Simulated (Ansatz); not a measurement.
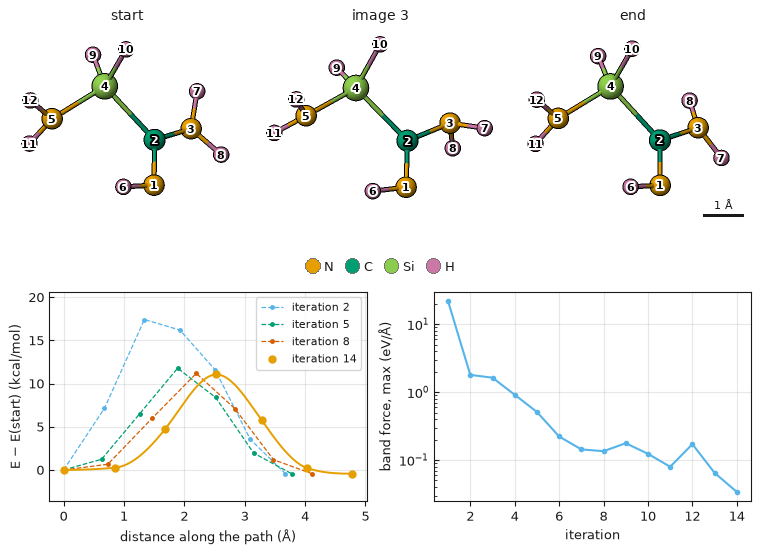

A nudged-elastic-band calculation for CH7N3Si. Images are numbered from 0 (start) to 6 (end). The plot follows the band through its iterations. A ball-and-stick model, seen at a tilt.

Method: RKS B3LYP-D4/def2-SVP in Ansatz. Set-up: 5 movable images; climbing image; force threshold 0.05 eV/Å; iteration limit 60; starting path through a guess of the saddle point.

### Judge this run.

The result is final at these settings. The band converged in 14 iterations. The largest component of the band force went from 22 to 0.034 eV/Å. The climbing image converged on the top of the path. Its vibrational analysis gives one imaginary mode (449i cm⁻¹), as a transition state must have. The first iteration put the highest image at 105.6 kcal/mol. The energy climbs by 11.1 kcal/mol to image 3 and then falls by 11.5 kcal/mol, so the end point sits at −0.4 kcal/mol.

The run took 5.5 min on 2 threads of Arm Neoverse N1 (shared host), peak memory 0.25 GiB.
